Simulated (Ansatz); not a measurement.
## Electronic structure of C3H8Si2 in real space

```csv
atom,x (Å),y (Å),z (Å)
C,-1.8235,0.4775,0.7423
C,-0.4924,0.0755,0.1943
C,-0.1070,-1.1887,-0.1170
Si,1.6579,-1.0527,-0.7520
Si,1.0297,1.1263,-0.2312
H,-1.7098,0.9781,1.7121
H,-2.3172,1.1971,0.0771
H,-2.4894,-0.3829,0.8744
H,-0.7665,-2.0510,0.0127
H,1.8712,-1.4468,-2.1763
H,2.6992,-1.7427,0.0660
H,1.6493,1.8405,0.9258
H,0.8188,2.1352,-1.3131
```

Theory: RKS PBE0-D4/6-31G* (Ansatz).

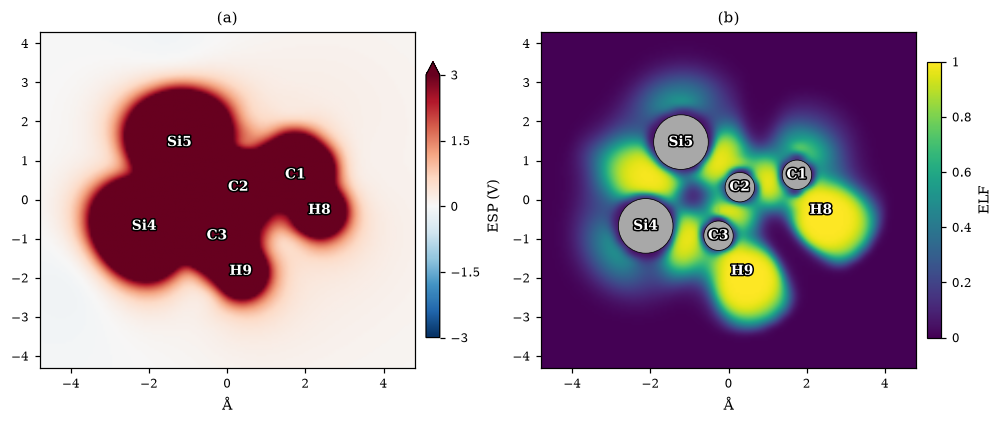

Figure 1. (a) molecular electrostatic potential; (b) ELF on the plane of atoms C3, Si4 and Si5. Grey discs cover the atomic cores in the ELF map.

Describe what can be read from this map.

- Atoms in the plane: C, Si and H.
- C–C (1.36 Å): the ELF peaks at about 0.95 between the atoms (a covalent bond).
- C–Si (1.88 Å): the ELF peaks at about 0.95 between the atoms; a covalent bond.
- Si–Si (2.33 Å): the ELF peaks at about 0.95 between the atoms, as expected for a shared electron pair.
- C–H (1.09 Å): the ELF climbs to about 1 towards the hydrogen, as it does in any bond to H; a covalent bond by its length.
- C–C (1.49 Å): the ELF peaks at about 0.95 between the atoms; a shared electron pair.
- The potential has no marked negative region in this plane.

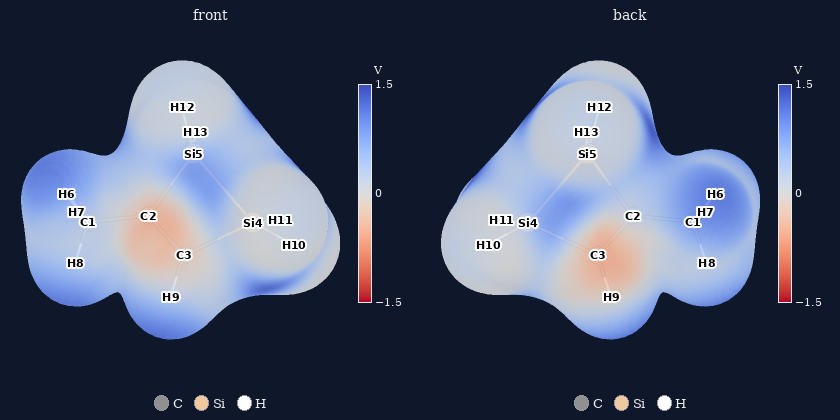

Figure 2. The electrostatic potential painted on the density surface at 0.004 e/bohr³, seen from the front and from behind; red is negative and blue positive.

Describe the electrostatic potential map.

The most negative region (about −0.5 V) lies over the π face of C2 and C3, the most positive (about +1.3 V) over Si4 and Si5.

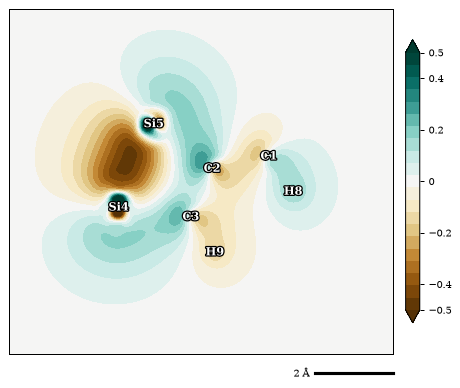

Figure 3. The HOMO−1 on the plane of atoms C3, Si4 and Si5 (values in Å⁻³ᐟ²; the overall sign is arbitrary).

Where does this orbital lie, and at what energy?

It lies mainly on Si4 (about 35 %) and Si5 (about 35 %). Its energy is −7.54 eV.
